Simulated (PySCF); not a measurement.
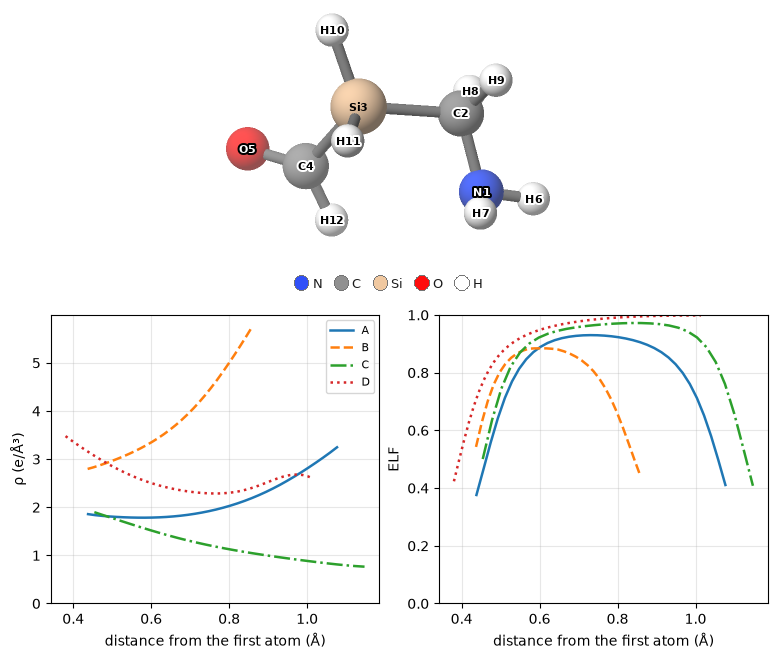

*C₂H₇NOSi. Total electron density and electron localisation function along straight lines between neighbouring atoms. The curves leave out the atomic cores. The structure is drawn too.*

Geometry: GFN2-xTB.

These are results of B3LYP/def2-SVPD, SCF density, gas phase in PySCF, not measurements.

```yaml
atoms:
  - { symbol: N, position_ang: [-1.4300, 0.6748, 0.5179] }
  - { symbol: C, position_ang: [-0.9917, -0.2312, -0.5395] }
  - { symbol: Si, position_ang: [0.7607, -0.8542, -0.0956] }
  - { symbol: C, position_ang: [1.8381, 0.7163, 0.1376] }
  - { symbol: O, position_ang: [2.9680, 0.8341, -0.2646] }
  - { symbol: H, position_ang: [-2.3053, 1.1255, 0.2714] }
  - { symbol: H, position_ang: [-1.5822, 0.1617, 1.3791] }
  - { symbol: H, position_ang: [-0.9680, 0.3396, -1.4710] }
  - { symbol: H, position_ang: [-1.6836, -1.0704, -0.7056] }
  - { symbol: H, position_ang: [1.3140, -1.7160, -1.1385] }
  - { symbol: H, position_ang: [0.7150, -1.5430, 1.2005] }
  - { symbol: H, position_ang: [1.3662, 1.5621, 0.6823] }
```

> Which curve belongs to which contact (C–N, C–O, C–Si and N–H)? The first atom named is at distance zero.

Curve A: C–N (1.46 Å): ρ at the midpoint is about 1.9 e/Å³; the ELF peaks at about 0.95 between the atoms: a shared electron pair. Curve B: C–O (1.21 Å): ρ is about 3.4 e/Å³ halfway; the ELF peaks at about 0.90 between the atoms (a multiple bond). Curve C: C–Si (1.91 Å): ρ at the midpoint is about 0.93 e/Å³; the ELF peaks at about 1 between the atoms (a shared electron pair). Curve D: N–H (1.01 Å): ρ at the midpoint is about 2.8 e/Å³; the ELF climbs to about 1 towards the hydrogen, as it does in any bond to H: a covalent bond by its length.
